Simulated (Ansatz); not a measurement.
**Hypothetical rock salt GaAs, pressure series**

Start from GaAs in the rock salt structure (space group Fm-3m, No. 225; a hypothetical phase, not in the database extracts checked).

```xyz
2
Lattice="0.0000 2.6647 2.6647 2.6647 0.0000 2.6647 2.6647 2.6647 0.0000" Properties=species:S:1:pos:R:3 pbc="T T T"
As     0.0000     0.0000     0.0000
Ga     2.6647     2.6647     2.6647
```

Cell and atoms are relaxed at each pressure.

Computed with DFT with r2SCAN, PAW potentials and a 500 eV plane-wave cutoff in Ansatz (a program for electronic structure), no SOC.

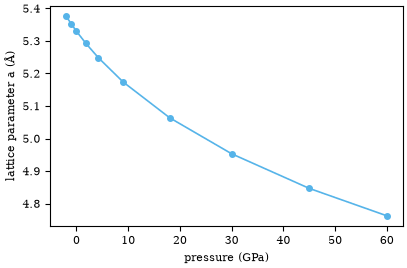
Figure. Lattice parameter a against pressure

Task: From the plot, what is the lattice parameter a for pressure 1.8 GPa?

Result: About 5.29 Å.

Task: Is the trend monotonic over the range shown?

Result: Yes, it falls throughout, spanning 4.762 Å to 5.376 Å.

Load acts through the strain it causes; cell and atoms are relaxed under it. No phonon test of stability was made. No other phases were tried under pressure. All final runs are without spin polarisation.
